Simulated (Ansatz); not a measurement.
PtS2 (CdI2 type), scan of one atom of the cell

PtS$_{2}$ (CdI2 type)

```
PtS2
1.0
    7.11862     0.00000     0.00000
   -1.77966     3.08245     0.00000
    0.00000     0.00000     4.38472
Pt S
2 4
Direct
  0.00000   0.00000   0.00000
  0.50000   0.00000   0.00000
  0.33333   0.33333   0.27118
  0.83333   0.33333   0.27118
  0.16667   0.66667   0.72882
  0.66667   0.66667   0.72882
```

Scan: atom 6 (S, nearest neighbour Pt at 2.374 Å; its periodic images, 3.6 Å or more away, move with it) is displaced towards the nearest neighbour, direction (0.750, 0.433, 0.501) in Cartesian axes, by s. The other atoms stay.

Method: PBEsol-D3(BJ) (plane waves to 420 eV, PAW, scalar-relativistic; Ansatz, a program for electronic structure). k mesh 6×12×9 (Γ-centred), Fermi-Dirac smearing 0.05 eV. The energy includes the smearing's −TS. Stress and pressure are positive under compression. With partly filled bands, energies and forces of such displacements shift with the k mesh and the smearing. PtS2 is run without spin polarisation. PtS2 was relaxed with its symmetry unable to fall. Spin-orbit coupling is left out, though Pt is heavy. ΔE is measured from the undisplaced structure.

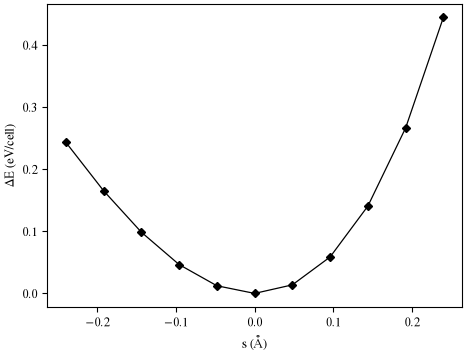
Figure. ΔE (eV/cell) against s (Å); one marker a computed point.

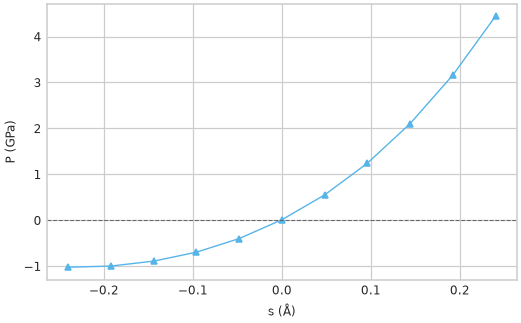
P (GPa) against s (Å); computed points joined by lines.

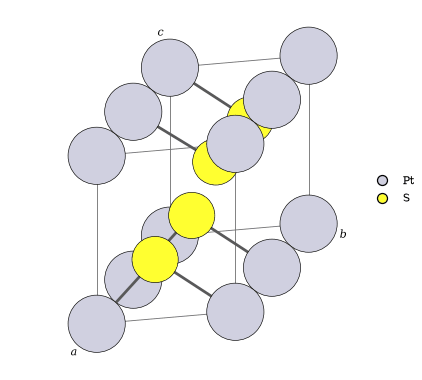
Figure: The cell of the calculation at s = 0.240 Å.

The energy at s = 0.240 Å is 444 meV/cell. The force constant k = d²E/ds² at s = 0 (finite differences) is 11.3 eV/Å². Shape of the curve: a single well with its minimum at or next to zero displacement. Harmonic estimate at the end of the scan: ½ks² = 326 meV/cell against the computed 444 meV/cell, so the well is stiffer than harmonic there. Symmetry of the curve: not even: the positive side lies higher at ±0.240 Å.

With its periodic images moving along, the atom's site symmetry in this cell is m.

(A displaced cell: forces are minus the slopes of the energy, force constants its curvatures, and phonons follow from these.)
